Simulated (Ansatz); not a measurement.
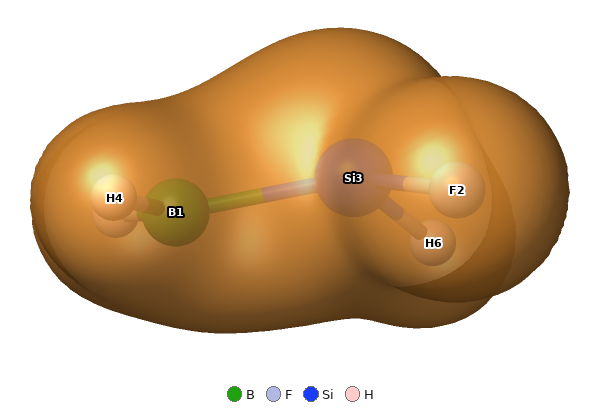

BFH$_{3}$Si (SMILES [BH2-]=[SiH]F) (charge −1). Isosurface of the electron density at 0.1 e/Å³ (orange), seen from one side.

Geometry: B3LYP-D3(BJ)/def2-SVPD.

Method: Ansatz, isolated molecule in a Gaussian basis; Kohn-Sham density functional theory, functional PBE0.

Input

```
crystal:
  periodic: [false, false, false]
  atoms:
    - symbol: B
      position_ang: [0.972407, -0.267417, 0.716485]
    - symbol: F
      position_ang: [-1.707889, 0.810438, -0.501621]
    - symbol: Si
      position_ang: [-0.802236, -0.500325, 0.139761]
    - symbol: H
      position_ang: [1.431275, 0.771158, 1.153035]
    - symbol: H
      position_ang: [1.550276, -1.302461, 1.008619]
    - symbol: H
      position_ang: [-1.161595, -1.596792, -0.834119]
basis:
  gaussian:
    orbitals: def2-TZVPD
total_charge: -1
hamiltonian:
  xc: {name: PBE0}
output: {forces: true, orbitals: {seedname: orbitals}}
```

Run with:

```sh
ansatz run input.yaml --threads 1 --pin off --max-ram 2610MiB --events-out events.jsonl --progress --plain --runs-dir runs
```

Which contacts does the surface bridge?

At this value the surface is in one piece. It bridges the sampled Si–F (1.72 Å), Si–B (1.88 Å), B–H (1.22 Å) and Si–H (1.51 Å) contacts, where the density stays above the isovalue. On the grid the lowest density along these lines, outside the cores, is 0.73 e/Å³ (Si–F, 1.72 Å), 0.83 e/Å³ (Si–B, 1.88 Å), 1.1 e/Å³ (B–H, 1.22 Å) and 0.75 e/Å³ (Si–H, 1.51 Å).
